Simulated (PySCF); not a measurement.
In(CF3)(H)2, SMILES [InH2][C](F)(F)F (CH₂F₃In) at its PBE0/def2-SVP optimised geometry (Å):

```
7

In     0.1159     0.8211     0.0000
C     -0.9128    -1.1554     0.0202
F     -0.0866    -2.2018    -0.1362
F     -1.8396    -1.2512    -0.9517
F     -1.5589    -1.3489     1.1875
H     -0.9162     2.2018     0.0000
H      1.8396     0.8211     0.0000
```

Calculation: PySCF with PBE0/def2-TZVP, def2 effective core potentials past Kr. The core electrons that the potentials of In replace are not part of the density. Cells within 0.4 Å of a nucleus heavier than hydrogen are left out (blank, or x).

Map of the Laplacian of the electron density (e/bohr⁵), clipped to [-1.50, 1.50] on the plane z = 0.0 Å:

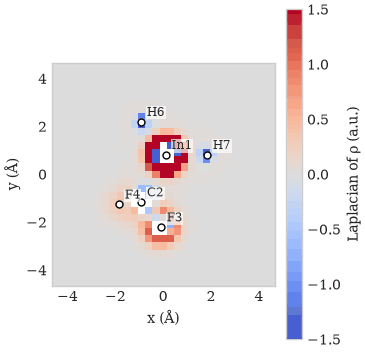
*Laplacian of the electron density (e/bohr⁵), clipped to [-1.50, 1.50] on the plane z = 0.0 Å.*
